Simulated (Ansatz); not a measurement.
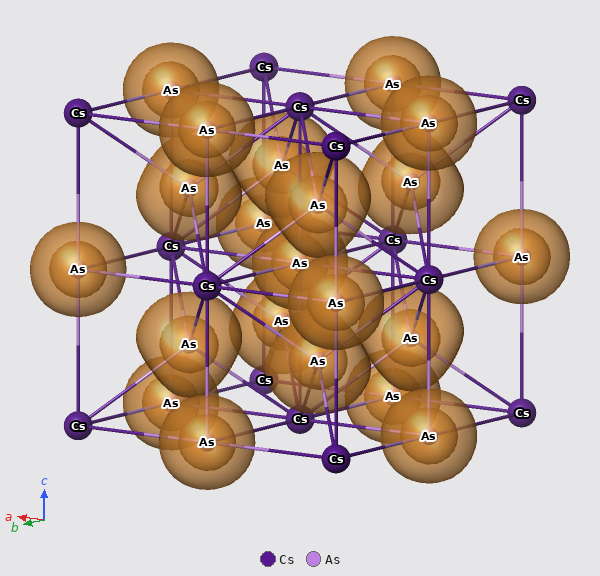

The picture shows: CsAs3. Isosurface of the electron localisation function at 0.6 (orange), seen at an oblique angle. Only the valence region is drawn (cores and ρ < 0.01 e/Å³ removed). Sticks mark near contacts.

Space group Fm-3m; a structure generated by program, which may or may not match a known phase.

All numbers below come from DFT PBE, scalar-relativistic, plane waves, PAW (Ansatz).

Core electrons are frozen (PAW), and the valence fields are smoothed inside the atomic spheres.

Q: Where are the electrons localised?

A: At this value the surface marks out twelve regions wrapped around As (the valence shell of each), counted in one cell of 16 atoms. Any copies at cell faces, edges or corners count once. Along the contacts the grid gives the following. Cs–As (3.25 Å): the ELF is about 0.15 at the midpoint; no shared electron pair shows on this line. Cs–As (3.75 Å): the ELF is about 0.05 at the midpoint; no shared electron pair shows on this line.
